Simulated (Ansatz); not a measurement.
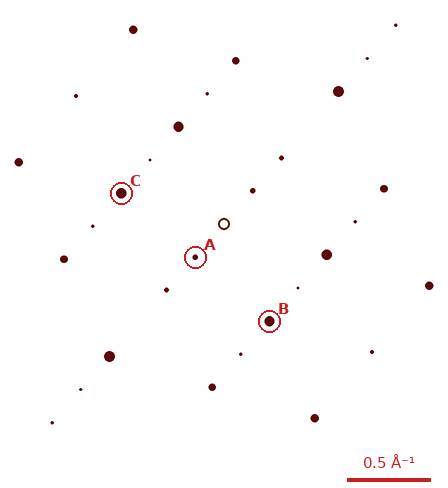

Kinematic zone-axis pattern, calculated for 200 keV electrons with B = 1 Å². The zone axis points towards the electron source and the pattern is seen from the source side.

Crystal: CdCu₄I, space group F-43m (No. 216), a = 7.580 Å. Structure: coordinates from a relaxation (final pressure about -4.9 GPa) with DFT, PAW plane waves, pbe (Ansatz 0.2.0); the starting structure was generated, so it need not be a known form of this composition.

Spot A is indexed 0 0 -2 and spot B -2 4 -2.

Index the other marked spot.

C = 2A − B = 2 -4 -2 (d = 1.547 Å).

Give [uvw].

The cross product of A and B is parallel to [210]; every spot obeys hu + kv + lw = 0.

What are the spacings of A and B and the angle between them?

d(A) = 3.790 Å, d(B) = 1.547 Å, and the angle is 65.9°.
